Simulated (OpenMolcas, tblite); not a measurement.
## SiN2H6 (SMILES NN[SiH3]): the vertical energy of the triplet above the singlet, rung by rung

SiN2H6 has 9 atoms, charge 0, and is taken as a singlet. SMILES: `NN[SiH3]`. The shape is that of a PBE0-D4/def2-TZVP optimisation. This is one conformer, not always the lowest.

Each level gives the vertical energy of the triplet above the singlet (eV). The values are calculated.

```tsv
level	kind	program	value (eV)	CPU time (all runs)
IPEA1-xTB	semi-empirical	tblite	4.94	under 2 s
HF/6-311+G**	Hartree–Fock	OpenMolcas	5.16	54 s
SVWN5/6-311+G**	LDA	OpenMolcas	5.10	3.6 min
PBE/6-311+G**	GGA	OpenMolcas	5.12	3.7 min
revPBE/6-311+G**	GGA	OpenMolcas	5.16	3.6 min
TPSS/6-311+G**	meta-GGA	OpenMolcas	5.30	5 min
M06-2X/6-311+G**	hybrid meta-GGA	OpenMolcas	5.75	4.5 min
```

The values span 4.94 to 5.75 eV. The upper state's dipole differs much between rows, so they may not all be the same state. Times are those of the runs behind each value, whatever else they computed, on shared processors of several kinds: orders of magnitude only.

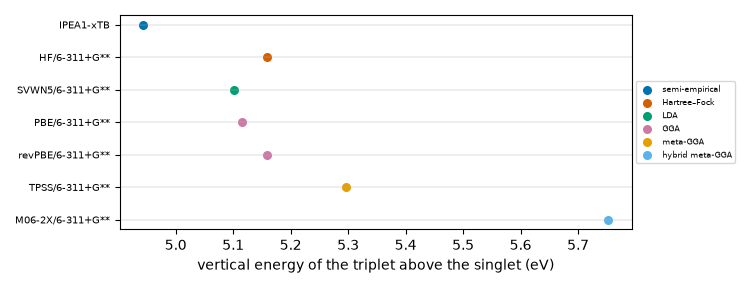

The values of the table, level by level.
